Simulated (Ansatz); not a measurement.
**LiMgBr3 (model cell, started as cubic perovskite with Mg in the octahedra): phonons and vibrational spectra**

Aim: the phonons of LiMgBr3 (model cell, started as cubic perovskite with Mg in the octahedra) at a cell relaxed beforehand at this level. After the zone centre comes a 2×2×2 q mesh on a 6×6×6 k mesh.

Calculated with Ansatz 0.2.0; DFT PBEsol, scalar-relativistic, plane waves, PAW; PAW set soft_1.

The structure was built from a prototype and need not be the compound's stable phase.

### Step 1. Set-up

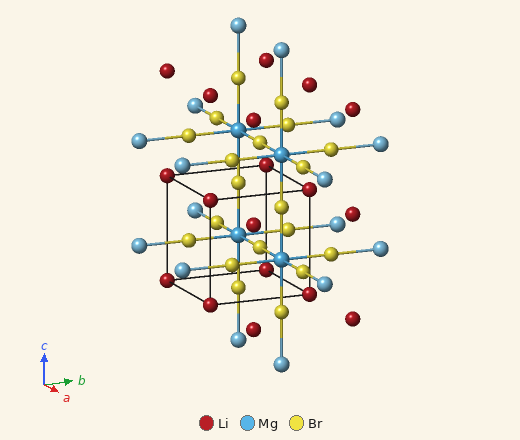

Start, viewed slightly off an axis; lithium red, magnesium blue, bromine yellow. 2×1×2 cells are drawn. Some periodic images of atoms are drawn too.

### Step 2. Linear response at the zone centre

The cell comes from relaxations at this level that are not shown. The zone centre comes first: it holds the modes that light can see, as far as symmetry allows. The response to a homogeneous field gives the Born charges and the dielectric tensor.

File input.yaml:

```yaml
crystal:
  lattice:
    - [5.2123358958, 0.0, 0.0]
    - [0.0, 5.2123358958, 0.0]
    - [0.0, 0.0, 5.2123358958]
  atoms:
    - { symbol: Li, position: [0.0, 0.0, 0.0] }
    - { symbol: Mg, position: [0.5, 0.5, 0.5] }
    - { symbol: Br, position: [0.5, 0.5, 0.0] }
    - { symbol: Br, position: [0.5, 0.0, 0.5] }
    - { symbol: Br, position: [0.0, 0.5, 0.5] }
kpoints:
  mp_grid: { grid: [6, 6, 6] }
hamiltonian:
  xc: pbesol
  pseudopotentials: { kind: paw, azcp: { folder: soft_1 }, xc_functional: pbe }
scf:
  occupations: { method: fixed }
output:
  eigenvalues: true
phonons:
  method: dfpt
  dielectric: true
  rigid_motions: translations
```

On the command line:

```
$ ansatz run input.yaml --threads 8 --pin off --max-ram 16384MiB --backend cpu --events-out ev --progress --plain --runs-dir out
```

Numbers of over 12 decimals in the logs are rounded to 6 here.

The log of the run:

```text
Engine: ansatz 0.2.0, aarch64-unknown-linux-gnu
Pseudopotentials: kind: paw
Pseudopotential: Li, paw, valence charge 3, recommended cutoff 420 eV (normal), soft_1/Li.paw.azcp
Pseudopotential: Mg, paw, valence charge 10, recommended cutoff 420 eV (normal), soft_1/Mg.paw.azcp
Pseudopotential: Br, paw, valence charge 7, recommended cutoff 420 eV (normal), soft_1/Br.paw.azcp
Functional definition: PBEsol
  exchange = pbesol_x
  correlation = pbesol_c
Crystal: 5 atoms, lattice volume = 141.611 Å³
Basis set: ecut = 420 eV, 2777 PW (Γ), exchange–correlation on 72×72×72 points (8 copies of the dense FFT grid, shifted against one another)
Bands: 22, of which v1, the nominal top of the filled ones, is band 17 counted from 1 (16 counted from 0)
Symmetry: 48 space group operations
k-points: 80 of 216 (irreducible under 2 space group operations, time reversal used)
Non-local potential: Li, projectors of the file, l = 0: 3, l = 1: 2, l = 2: 1
Non-local potential: Mg, projectors of the file, l = 0: 3, l = 1: 2, l = 2: 1
Non-local potential: Br, projectors of the file, l = 0: 2, l = 1: 2, l = 2: 2
PAW form: soft (Blöchl's): semilocal exchange-correlation on the pseudo side does not see the compensation charge
PAW frozen core: Mg, regenerated for the run's functional, and the local potential with it (the file was generated under x = pbe(κ = 0.804, μ = 0.219515), c = pbe(β = 0.066725))
PAW frozen core: Br, regenerated for the run's functional, and the local potential with it (the file was generated under x = pbe(κ = 0.804, μ = 0.219515), c = pbe(β = 0.066725))
PAW one-centre angular grid: Li, 110 points (default); XC on 64 Gauss nodes
PAW one-centre angular grid: Mg, 110 points (default); XC on 64 Gauss nodes
PAW one-centre angular grid: Br, 110 points (default); XC on 64 Gauss nodes
Initial density: superposition of atomic densities (chi_scale 0.1, normalization cell, long waves kept (reshape's long-wave potential 0.01 eV rms))
Initial wavefunctions: pseudopotential atomic-orbital guess
Functional: x = pbesol(κ = 0.804, μ = 0.123457), c = pbesol(β = 0.046)
SCF iter   1: F=—  HF=-10331.144699 eV  |F-HF|=—  |Δ(HF+E_count)|=         —  Δρ=3.53e-2  dr2=1.38e0  ethr=3.10e-3  ⟨swp⟩=4.5  Hψ=7911  notcnv=0  defer=198
preconditioner: auto → Resta (q_TF=auto, 2.151 Å⁻¹)  ε∞=3.2  [insulator: Δε(μ)=1.745 eV  Ē_g=10.313 eV  n_scr=26 (ndim 8)  ℏωp=15.3 eV  f_vac=0.000  ε∞_Penn≈3.2]
SCF iter   2: F=—  HF=-10330.762300 eV  |F-HF|=—  |Δ(HF+E_count)|=   3.82e-1  Δρ=1.62e-2  dr2=3.75e-1  ethr=3.10e-3  ⟨swp⟩=2.4  Hψ=3836  notcnv=0  defer=161
SCF iter   3: F=—  HF=-10330.696485 eV  |F-HF|=—  |Δ(HF+E_count)|=   6.58e-2  Δρ=2.43e-3  dr2=1.69e-2  ethr=1.10e-3  ⟨swp⟩=2.5  Hψ=3154  notcnv=0  defer=188
SCF iter   4: F=—  HF=-10330.700296 eV  |F-HF|=—  |Δ(HF+E_count)|=   3.81e-3  Δρ=6.17e-4  dr2=1.23e-3  ethr=4.96e-5  ⟨swp⟩=2.5  Hψ=3212  notcnv=0  defer=232
SCF iter   5: F=—  HF=-10330.700960 eV  |F-HF|=—  |Δ(HF+E_count)|=   6.64e-4  Δρ=1.42e-4  dr2=3.72e-5  ethr=3.61e-6  ⟨swp⟩=2.0  Hψ=2455  notcnv=0  defer=232
SCF iter   6: F=—  HF=-10330.700963 eV  |F-HF|=—  |Δ(HF+E_count)|=   2.28e-6  Δρ=2.88e-5  dr2=1.41e-6  ethr=1.10e-7  ⟨swp⟩=2.6  Hψ=2985  notcnv=0  defer=152
SCF iter   7: F=—  HF=-10330.700962 eV  |F-HF|=—  |Δ(HF+E_count)|=   9.39e-7  Δρ=6.12e-6  dr2=7.43e-8  ethr=4.14e-9  ⟨swp⟩=2.0  Hψ=2954  notcnv=0  defer=95
SCF iter   8: F=—  HF=-10330.700962 eV  |F-HF|=—  |Δ(HF+E_count)|=   1.23e-7  Δρ=1.14e-6  dr2=2.24e-9  ethr=2.18e-10  ⟨swp⟩=2.3  Hψ=2721  notcnv=0  defer=95
SCF iter   9: F=—  HF=-10330.700962 eV  |F-HF|=—  |Δ(HF+E_count)|=   4.10e-9  Δρ=2.39e-7  dr2=1.22e-10  ethr=6.60e-12  ⟨swp⟩=2.0  Hψ=2902  notcnv=0  defer=95
SCF iter  10: F=-10330.700962 eV  HF=-10330.700962 eV  |F-HF|=1.09e-11  |Δ(HF+E_count)|=  1.93e-10  Δρ=5.98e-8  dr2=5.21e-12  ethr=1.00e-12  ⟨swp⟩=12.2  Hψ=11114  notcnv=0
SCF 1 converged in 10 iterations: F = -10330.700962 eV  dr2 = 5.21e-12
  greatest PAW one-centre occupation: 1.000 electrons in one spin orbital (limit 2), on the Mg atom at site 1 (counted from 0), in its partial waves of l = 0
DFPT response loops at Γ: preconditioner auto → none (the input reference at scf.mixing.eps_inf says where Resta's filter doesn't serve); β = 0.50; Broyden in place of MSR1
── the response to a field inside a basis, on 6×6×6 k-points: an SCF that follows is theirs, and a resumed run solves both again ──
Bands: 18, of which v1, the nominal top of the filled ones, is band 17 counted from 1 (16 counted from 0)
k-points: 10 of 216
Initial density: handed on by an earlier stage of this run
Initial wavefunctions: pseudopotential atomic-orbital guess (no wavefunctions were taken with the density)
Eigensolver: Dense (10 Hₖ)
SCF iter   1: F=—  HF=-10330.694232 eV  |F-HF|=—  |Δ(HF+E_count)|=         —  Δρ=4.80e-5  dr2=8.47e-7  ethr=1.00e-1
preconditioner: auto → Resta (q_TF=auto, 2.151 Å⁻¹)  ε∞=3.8  [insulator: Δε(μ)=3.213 eV  Ē_g=9.063 eV  n_scr=26 (ndim 8)  ℏωp=15.3 eV  f_vac=0.098  ε∞_Penn≈3.8]
SCF iter   2: F=—  HF=-10330.694235 eV  |F-HF|=—  |Δ(HF+E_count)|=   2.45e-6  Δρ=2.60e-5  dr2=2.93e-7  ethr=2.49e-9
SCF iter   3: F=-10330.694236 eV  HF=-10330.694236 eV  |F-HF|=4.83e-9  |Δ(HF+E_count)|=   1.03e-6  Δρ=1.77e-6  dr2=5.89e-9  ethr=8.62e-10
SCF 1 converged in 3 iterations: F = -10330.694236 eV  dr2 = 5.89e-9
DFPT response loops at Γ: mixed as the last ones told, above
SCF converged after 10 iterations
Free energy (F): -10330.700962 eV
Harris-Foulkes:  -10330.700962 eV  (|F-HF|=1.09e-11)
Internal energy: -10330.700962 eV  (E = F + TS)
E sigma→0 (E₀):  -10330.700962 eV
Fermi energy:    1.967920 eV
--- Per-component energies (eV) ---
  E_band       = -537.013081
  E_kinetic    = 482.866353
  E_local      = -2981.069456  (includes V_loc(G=0)·N_el)
  E_nonlocal   = 331.303442
  E_hartree    = 1039.947881
  E_xc         = -621.077320
  E_vxc        = -374.197205  (∫ρ·V_xc dr)
  E_paw        = -7119.633098  (= ΣΔE_a)
  E_vpaw       = -75.812062  (= ΣTr[D̂ρ^β])
  E_aug_tail   = 0.000104  (compensation charges beyond the density's cutoff)
  E_ewald      = -1463.374543
  E_core_change = 0.335675  (= ΣΔE_core)
  E_smearing   = -0.000000  (= −TS)
  E_closure    = 0.000000  (closes the sum)
  Σ components = -10330.700962   (vs F -10330.700962, Δ=0.00e0)
--- Band table (eV; the first three rows and the last of 80) ---
  k-point 0: bands = [... 13 lower, 1.0803, 1.3781, 1.3781, 1.3781, 4.8368, 4.9424, 8.8370, 8.8370, ... 1 higher]
  k-point 1: bands = [... 13 lower, 0.9964, 1.0148, 1.3204, 1.3204, 5.1802, 5.3989, 8.4507, 8.8617, ... 1 higher]
  k-point 2: bands = [... 13 lower, 0.7002, 0.8906, 1.2907, 1.2907, 5.8879, 6.4824, 7.6796, 8.7094, ... 1 higher]
  k-point 79: bands = [... 13 lower, 0.7915, 1.9679, 1.9679, 1.9679, 5.5787, 7.7993, 7.7993, 7.7993, ... 1 higher]
--- Phonons (Γ-DFPT): 4 representative perturbations + reference, on 80 of 216 k-points (Σ response iterations 12) ---
  k mesh reduced under 2 symmetry operations, with k and −k counted as one. Each operation leaves every solved perturbation unchanged. A smaller set is not considered because the run solves the response to a homogeneous field
  ASR residual: 1.955e-4 → 0.000e0 eV/Å²; symmetrization residual: 9.428e-7 eV/Å²
  ASR residual per site (eV/Å²): 1.58e-5 1.96e-4 4.45e-5 4.45e-5 4.45e-5
  Γ frequencies (cm⁻¹): -175.82 -175.82 -175.82 -9.94 -9.94 -9.94 0.00 0.00 0.00 83.42 83.42 83.42 238.14 238.14 238.14
  ε∞ (high-frequency dielectric tensor):
        3.300744     0.000000     0.000000
        0.000000     3.300744     0.000000
        0.000000     0.000000     3.300744
  softest optical mode at Γ: -175.82 cm⁻¹; the repairs (sum rule, projections) moved no ω² at Γ by more than (1.66 cm⁻¹)²
  Born effective charges Z* (e; rows j = field, columns β = displacement):
    site 0:
         1.43919    0.00000    0.00000
        -0.00000    1.43919    0.00000
        -0.00000    0.00000    1.43919
    site 1:
         2.36928   -0.00000    0.00000
        -0.00000    2.36928    0.00000
         0.00000    0.00000    2.36928
    site 2:
        -0.88390    0.00000    0.00000
        -0.00000   -0.88390    0.00000
         0.00000    0.00000   -2.04067
    site 3:
        -0.88390    0.00000   -0.00000
         0.00000   -2.04067    0.00000
         0.00000    0.00000   -0.88390
    site 4:
        -2.04067   -0.00000    0.00000
        -0.00000   -0.88390    0.00000
         0.00000   -0.00000   -0.88390
  Z* charge neutrality: 1.692e-3 e pre-enforcement
  solved inside a basis spanned on kpoints, on 6×6×6 k-points, its susceptibility summed on 10×10×10: ε∞ is read to err by 8.0e-3, Z* by 1.1e-2 e (field_mesh: kpoints solves on kpoints); Z* is corrected for what the basis lacks
  optical modes at Γ without the LO–TO term, one row a degenerate level:
      ω (cm⁻¹)  modes    IR ((D/Å)²/amu)
       -175.82      3            23.0647
         -9.94      3             0.0000
         83.42      3             1.0289
        238.14      3            17.5091
  optical modes at Γ + LO–TO along q̂ = [1.0000, 0.0000, 0.0000]:
      ω (cm⁻¹)  modes    IR ((D/Å)²/amu)
       -175.82      2            15.3765
        -88.40      1             2.7633
         -9.94      3             0.0000
         83.42      2             0.6859
         96.11      1             0.6535
        238.14      2            11.6728
        307.59      1            10.4508
  optical modes at Γ + LO–TO along q̂ = [0.0000, 1.0000, 0.0000]:
      ω (cm⁻¹)  modes    IR ((D/Å)²/amu)
       -175.82      2            15.3765
        -88.40      1             2.7633
         -9.94      3             0.0000
         83.42      2             0.6859
         96.11      1             0.6535
        238.14      2            11.6728
        307.59      1            10.4508
  optical modes at Γ + LO–TO along q̂ = [0.0000, 0.0000, 1.0000]:
      ω (cm⁻¹)  modes    IR ((D/Å)²/amu)
       -175.82      2            15.3765
        -88.40      1             2.7633
         -9.94      3             0.0000
         83.42      2             0.6859
         96.11      1             0.6535
        238.14      2            11.6728
        307.59      1            10.4508
```

Elapsed: 20 s, on 8 threads of Arm Neoverse V2, shared host; peak memory 1.3 GiB.

The column dr2 measures how far the density is from self-consistency, as an energy; F and HF (Harris–Foulkes) agree once it is small.

Numbers from this step:

- gap on the k-mesh: 2.869 eV
- volume per atom: 28.32 Å³
- sum-rule residual before enforcement: 1.96e-4 eV/Å²
- miss of the charge sum rule: 0.001692 e
- estimated error of the dielectric tensor: 0.007977
- estimated error of the Born charges: 0.01124 e
- point group: m-3m
- highest optical mode at the zone centre (no LO-TO term): 238.1 cm⁻¹
- lowest optical zone-centre mode: -175.8 cm⁻¹
- mean high-frequency dielectric constant: 3.301
- largest Born charge (third of the trace): 2.369 e
- top of the zone-centre spectrum with the field: 307.6 cm⁻¹

Without the LO-TO term. Patterns of degenerate modes are one choice out of their space. The modes at Γ (shares of kinetic energy by element, %) (negative means imaginary):

| mode | frequency (cm⁻¹) | symmetry | Li % | Mg % | Br % |
| --- | --- | --- | --- | --- | --- |
| 1 | -175.8 | T1u | 95 | 0 | 5 |
| 2 | -175.8 | T1u | 95 | 0 | 5 |
| 3 | -175.8 | T1u | 95 | 0 | 5 |
| 4 | -9.9 | T2u | 0 | 0 | 100 |
| 5 | -9.9 | T2u | 0 | 0 | 100 |
| 6 | -9.9 | T2u | 0 | 0 | 100 |
| 7 | 0.0 | acoustic | 3 | 9 | 88 |
| 8 | 0.0 | acoustic | 3 | 9 | 88 |
| 9 | 0.0 | acoustic | 3 | 9 | 88 |
| 10 | 83.4 | T1u | 2 | 28 | 70 |
| 11 | 83.4 | T1u | 2 | 28 | 70 |
| 12 | 83.4 | T1u | 2 | 28 | 70 |
| 13 | 238.1 | T1u | 0 | 63 | 37 |
| 14 | 238.1 | T1u | 0 | 63 | 37 |
| 15 | 238.1 | T1u | 0 | 63 | 37 |

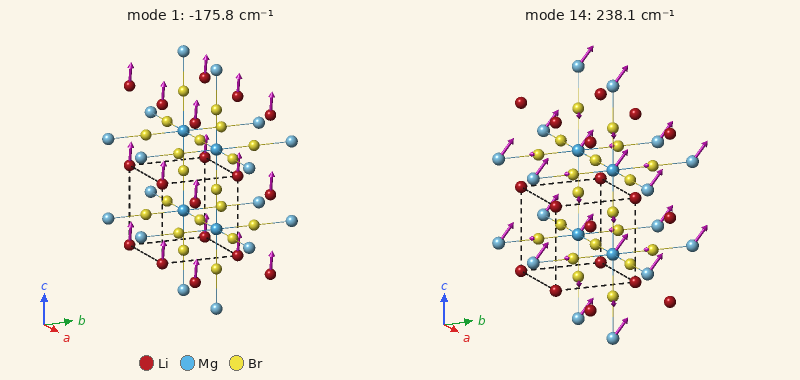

Displacement patterns of modes 1 and 14 at Γ; arrows are exaggerated. 2×1×2 cells are drawn. Some periodic images of atoms are drawn too.

Optical modes at the zone centre, without and with the macroscopic field of the longitudinal modes; each column is sorted by frequency, so a row need not hold one and the same mode. Modes with and without the field, by row:

| rank among optical modes | no field (cm⁻¹) | q along (1, 0, 0) (cm⁻¹) |
| --- | --- | --- |
| 1 | -175.8 | -175.8 |
| 2 | -175.8 | -175.8 |
| 3 | -175.8 | -88.4 |
| 4 | -9.9 | -9.9 |
| 5 | -9.9 | -9.9 |
| 6 | -9.9 | -9.9 |
| 7 | 83.4 | 83.4 |
| 8 | 83.4 | 83.4 |
| 9 | 83.4 | 96.1 |
| 10 | 238.1 | 238.1 |
| 11 | 238.1 | 238.1 |
| 12 | 238.1 | 307.6 |

Born charge (rows field, columns displacement) (e), principal values of the symmetric part by kind of site:

| atom | atoms with these values | low | middle | high | mean |
| --- | --- | --- | --- | --- | --- |
| Li1 | 1 | 1.44 | 1.44 | 1.44 | 1.44 |
| Mg2 | 1 | 2.37 | 2.37 | 2.37 | 2.37 |
| Br3 | 3 | -2.04 | -0.88 | -0.88 | -1.27 |

In full for Mg2:

```
2.37 0.00 0.00
0.00 2.37 0.00
0.00 0.00 2.37
```

High-frequency dielectric tensor:

```
3.30 0.00 0.00
0.00 3.30 0.00
0.00 0.00 3.30
```

Transverse modes; imaginary modes are left out. Infrared lines, with heights relative to the strongest:

| position (cm⁻¹) | label | relative intensity |
| --- | --- | --- |
| 83 | T1u | 5.9 |
| 238 | T1u | 100 |

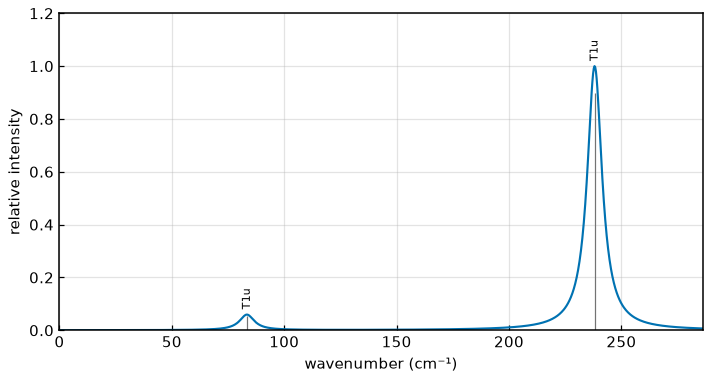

The infrared spectrum, broadened with Lorentzians of width 8 cm⁻¹; bars mark the lines.

Before it was imposed, the acoustic sum rule was missed by 2.0e-4 eV/Å² and the charge sum rule by 0.0017 e. Small misses are needed for a sound result but don't prove that mesh and cutoff are converged. The lowest optical mode is imaginary, 175.8i cm⁻¹, so the energy falls along it.

[end of part 1 of 2]

[Logs are printed without paths, hosts, clocks, repeated set-up lines and the standing remarks that a program may print on its own settings, such as how far it seeks lower states.]

[Hosts, paths, dates, database ids (printed as entryN), source tags and the programs' standing remarks are cut or masked in the printed files.]
